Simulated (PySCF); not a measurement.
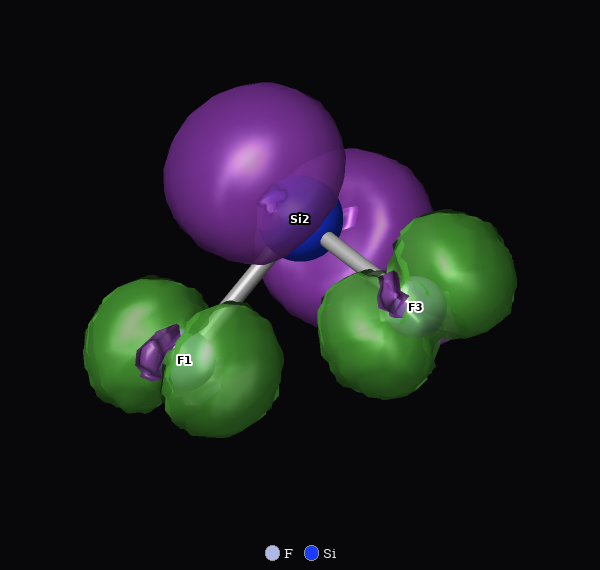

Figure. F₂Si, SMILES `F[Si]F`. Unrelaxed difference density of S₂ less the ground state (TDA singlet states), ±0.06 e/Å³; purple: gain, green: loss.

Level of theory: CAM-B3LYP/def2-SVPD (PySCF), at a geometry from GFN2-xTB. No frequency check shows the geometry to be a minimum.

> How does the charge move on excitation?

0.89 e is displaced in all, of which about 0.8 e passes between atoms: F1 and F3 (0.39 e each) lose electrons and Si2 (0.77 e) gains them. The state: 7.83 eV (158 nm), f = 0.000 (dark); the leading pair carries 100 %; hole on F1 and F3 (47 % each) and Si2 (6 %), electron on Si2 (83 %) and F1 and F3 (8 % each); their centroids lie 1.1 Å apart.
